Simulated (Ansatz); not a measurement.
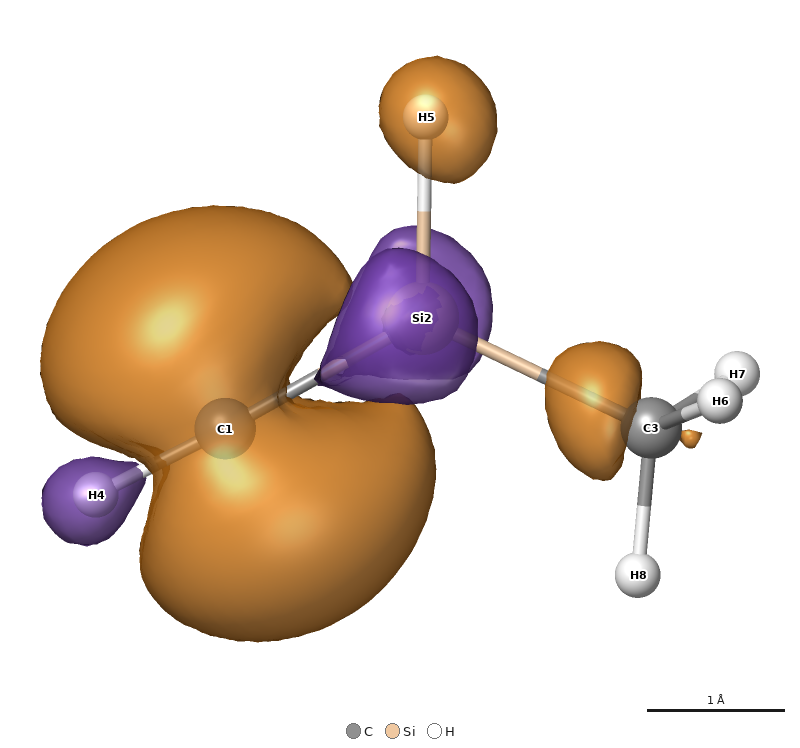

C$_{2}$H$_{5}$Si (doublet). Isosurfaces of the spin density at +0.02 (orange) and −0.02 e/Å³ (purple), seen across its widest extent.

Geometry: PBE0-D4/def2-TZVP.

The calculation used UKS PBE0-D4/def2-TZVPP (Ansatz).

```yaml
atoms:
  - { symbol: C, position_ang: [-1.5794, 0.5088, -1.0468] }
  - { symbol: Si, position_ang: [-0.0408, 0.6047, -0.4099] }
  - { symbol: C, position_ang: [0.7161, -0.6448, 0.7427] }
  - { symbol: H, position_ang: [-2.5620, 0.4823, -1.4761] }
  - { symbol: H, position_ang: [0.8449, 1.7445, -0.7452] }
  - { symbol: H, position_ang: [0.9917, -0.1750, 1.6900] }
  - { symbol: H, position_ang: [1.6221, -1.0709, 0.3047] }
  - { symbol: H, position_ang: [0.0074, -1.4495, 0.9405] }
```

**Which atoms carry the spin?**

The unpaired spin (1 electron) lies mostly on C1 (about 0.8), in electrons by Hirshfeld's partition.
